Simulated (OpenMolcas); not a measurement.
# Energy and gradient calculation of C3H4O (part 1 of 2)

System: C3H4O.
Method: r2SCAN/def2-SVPD, RKS (OpenMolcas 26.06).

The geometry comes from this level: PBE0-D4/def2-TZVP.

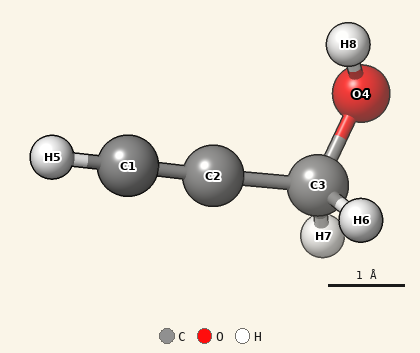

Figure 1. The input geometry (ball-and-stick view, seen at a tilt; atoms are numbered from 1 in the order of the input).

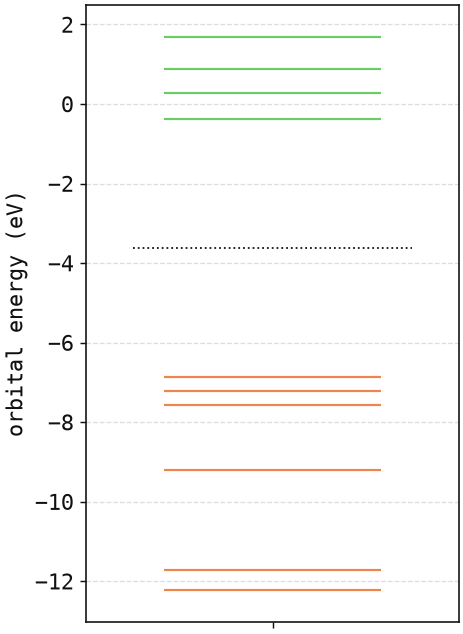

Figure 2. Orbital energies near the frontier; the dotted line parts filled from empty levels, and levels within 0.02 eV of each other stand side by side. Highest filled −6.86 eV, lowest empty −0.38 eV, 6.48 eV apart.

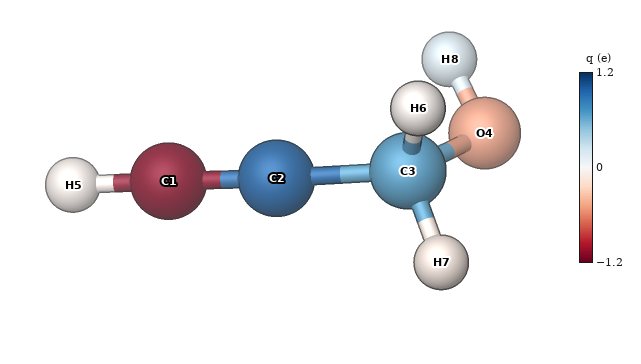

Figure 3. Mulliken charges, as the colour of each atom (ball-and-stick view, seen at a tilt; atoms are numbered from 1 in the order of the input). By element: C −1.10 to +0.98, O −0.53 and H −0.10 to +0.21 e.

The input that produced these results follows, with the program's output.

## Input
```
&GATEWAY
 BasLib = $CurrDir
 Coord = input.xyz
 Basis = def2-SVPD
 Group = NoSym

&SEWARD
 GridInput
 Grid=UltraFine
 End of Grid

&SCF
 KSDFT = 2
 1.0 MGGA_X_R2SCAN
 1.0 MGGA_C_R2SCAN
 Thresholds = 1e-10 1e-07 1e-07 1e-05
 PrOrbitals = 1 1

&ALASKA
```

## File input.xyz
```
8

C     -0.636000     1.383820    -1.088110
C     -0.111980     0.626580    -0.318250
C      0.516910    -0.328850     0.585990
O     -0.281560    -1.461500     0.847500
H     -1.103180     2.063540    -1.761060
H      1.495600    -0.613620     0.175390
H      0.700350     0.146860     1.552640
H     -0.580130    -1.816820     0.005890
```

Launched with:
```bash
export MOLCAS_MEM=1860
pymolcas mol.input > mol.log
```

## The program's output
```
--- Start Module: gateway ---

                                              &GATEWAY

                       available to each process: 1.9 GB of memory, 1 thread

 Basis Set     1 Label: C.DEF2-SVPD
 Basis set is read from library:.
 basistype.tbl is not found

 Basis Set     2 Label: O.DEF2-SVPD
 Basis set is read from library:.
 basistype.tbl is not found

 Basis Set     3 Label: H.DEF2-SVPD
 Basis set is read from library:.
 basistype.tbl is not found

++    Symmetry information:
      ---------------------

                    Character Table for C1

                             E
                    a        1  x, y, xy, Rz, z, xz, Ry, yz, Rx, I
--

++    Basis set information:
      ----------------------

      Basis set label: C.DEF2-SVPD.........

      Electronic valence basis set:
      ------------------
      Associated Effective Charge   6.000000 au
      Associated Actual Charge      6.000000 au
      Nuclear Model: Point charge

      Shell  nPrim  nBasis  Cartesian Spherical Contaminant
         s       8       4        X
         p       4       2        X
         d       2       2                 X

      Basis set label: O.DEF2-SVPD.........

      Electronic valence basis set:
      ------------------
      Associated Effective Charge   8.000000 au
      Associated Actual Charge      8.000000 au
      Nuclear Model: Point charge

      Shell  nPrim  nBasis  Cartesian Spherical Contaminant
         s       8       4        X
         p       5       3        X
         d       2       2                 X

      Basis set label: H.DEF2-SVPD.........

      Electronic valence basis set:
      ------------------
      Associated Effective Charge   1.000000 au
      Associated Actual Charge      1.000000 au
      Nuclear Model: Point charge

      Shell  nPrim  nBasis  Cartesian Spherical Contaminant
         s       4       2        X
         p       2       2        X
--

++    Molecular structure info:
      -------------------------

                    ************************************************
                    **** Cartesian Coordinates / bohr, angstrom ****
                    ************************************************

     Center  Label                x              y              z                     x              y              z
        1      C1              -1.201866       2.615041      -2.056230             -0.636000       1.383820      -1.088110
        2      C2              -0.211612       1.184065      -0.601405             -0.111980       0.626580      -0.318250
        3      C3               0.976818      -0.621436       1.107361              0.516910      -0.328850       0.585990
        4      O4              -0.532071      -2.761835       1.601543             -0.281560      -1.461500       0.847500
        5      H5              -2.084708       3.899525      -3.327921             -1.103180       2.063540      -1.761060
        6      H6               2.826274      -1.159574       0.331439              1.495600      -0.613620       0.175390
        7      H7               1.323470       0.277525       2.934064              0.700350       0.146860       1.552640
        8      H8              -1.096287      -3.433292       0.011130             -0.580130      -1.816820       0.005890

                    ***************************************
                    *    InterNuclear Distances / bohr    *
                    ***************************************

               1 C1            2 C2            3 C3            4 O4            5 H5            6 H6
    1 C1       0.000000
    2 C2       2.268218        0.000000
    3 C3       5.022923        2.755373        0.000000
    4 O4       6.537486        4.530540        2.665008        0.000000
    5 H5       2.011594        4.279732        7.034470        8.431134        0.000000
    6 H6       6.014532        3.948619        2.076568        3.931779        7.943749        0.000000
    7 H7       6.061711        3.959524        2.065223        3.802151        7.996688        3.331266
    8 H8       6.392766        4.741079        3.661423        1.816206        8.117663        4.545204

               7 H7            8 H8
    7 H7       0.000000
    8 H8       5.307441        0.000000

                    *******************************************
                    *    InterNuclear Distances / angstrom    *
                    *******************************************

               1 C1            2 C2            3 C3            4 O4            5 H5            6 H6
    1 C1       0.000000
    2 C2       1.200289        0.000000
    3 C3       2.658016        1.458081        0.000000
    4 O4       3.459488        2.397459        1.410262        0.000000
    5 H5       1.064490        2.264737        3.722481        4.461564        0.000000
    6 H6       3.182753        2.089519        1.098872        2.080608        4.203651        0.000000
    7 H7       3.207719        2.095290        1.092869        2.012012        4.231665        1.762830
    8 H8       3.382906        2.508871        1.937542        0.961095        4.295682        2.405218

               7 H7            8 H8
    7 H7       0.000000
    8 H8       2.808577        0.000000

                    **************************************
                    *    Valence Bond Angles / degree    *
                    **************************************
                          Atom centers                 Phi
                      2 C2       1 C1       5 H5       179.30
                      1 C1       2 C2       3 C3       178.12
                      2 C2       3 C3       4 O4       113.40
                      2 C2       3 C3       6 H6       108.80
                      2 C2       3 C3       7 H7       109.62
                      4 O4       3 C3       6 H6       111.43
                      4 O4       3 C3       7 H7       106.30
                      6 H6       3 C3       7 H7       107.09
                      3 C3       4 O4       8 H8       108.09

           ***************************************************************
           *              Valence Dihedral Angles / degree               *
           ***************************************************************
                    Atom centers                       Phi1     Phi2     Theta
           3 C3       2 C2       1 C1       5 H5        178.12   179.30   157.91
           1 C1       2 C2       3 C3       4 O4        178.12   113.40   -52.23
           1 C1       2 C2       3 C3       6 H6        178.12   108.80    72.37
           1 C1       2 C2       3 C3       7 H7        178.12   109.62  -170.84
           2 C2       3 C3       4 O4       8 H8        113.40   108.09    50.23
           6 H6       3 C3       4 O4       8 H8        111.43   108.09   -72.93
           7 H7       3 C3       4 O4       8 H8        106.30   108.09   170.74
--

            Nuclear Potential Energy            102.52472055 au

--- Stop Module: gateway /rc=_RC_ALL_IS_WELL_ ---

--- Start Module: seward ---

                                              &SEWARD

                       available to each process: 1.9 GB of memory, 1 thread

               SEWARD will generate:
                  Multipole Moment integrals up to order  2
                  Kinetic Energy integrals
                  Nuclear Attraction integrals (point charge)
                  One-Electron Hamiltonian integrals
                  Velocity integrals
                  Orbital angular momentum around ( -0.2280  -0.1153   0.1243 )
                  Velocity quadrupole around ( -0.2280  -0.1153   0.1243 )
                  Two-Electron Repulsion integrals

                   Integrals are discarded if absolute value <: 1.00E-14
                   Integral cutoff threshold is set to       <: 1.00E-16

            Nuclear Potential Energy            102.52472055 au

      Basis set specifications :
      Symmetry species         a
      Basis functions          115

--- Stop Module: seward /rc=_RC_ALL_IS_WELL_ ---
--- Module seward spent 5 seconds ---

--- Start Module: scf ---

                                                &SCF

                       available to each process: 1.9 GB of memory, 1 thread

 ###############################################################################
 ###     Minimized-density-differences option turned off!                    ###
 ###############################################################################
++    Input section:
      --------------

      Header of the integral files:

      Cartesian coordinates in angstrom:
      -----------------------------------------------------
      No.  Label        X            Y            Z
      -----------------------------------------------------
       1   C1        -0.63600000   1.38382000  -1.08811000
       2   C2        -0.11198000   0.62658000  -0.31825000
       3   C3         0.51691000  -0.32885000   0.58599000
       4   O4        -0.28156000  -1.46150000   0.84750000
       5   H5        -1.10318000   2.06354000  -1.76106000
       6   H6         1.49560000  -0.61362000   0.17539000
       7   H7         0.70035000   0.14686000   1.55264000
       8   H8        -0.58013000  -1.81682000   0.00589000
      -----------------------------------------------------
      Nuclear repulsion energy =  102.52472055
--

++    Orbital specifications:
      -----------------------

      Symmetry species               1
                                     a
      Frozen orbitals                0
      Occupied orbitals             15
      Secondary orbitals           100
      Deleted orbitals               0
      Total number of orbitals     115
      Number of basis functions    115
--

      Molecular charge                           0.000

      Numerical integration parameters
      --------------------------------
      Radial quadrature type:                         MHL
      Size of radial grid:                            99
      Lebedev angular grid:                           41
      Angular grid pruned with the crowding factor:  1.00E+10
                                 and fading factor:  1.00E+01
      Screening threshold for integral computation:   1.00E-11
      Radial quadrature accuracy:                     1.00E-25
      Maximum batch size:                             128
      AO values are stored on disk
      The same grid will be used for all iterations.
```
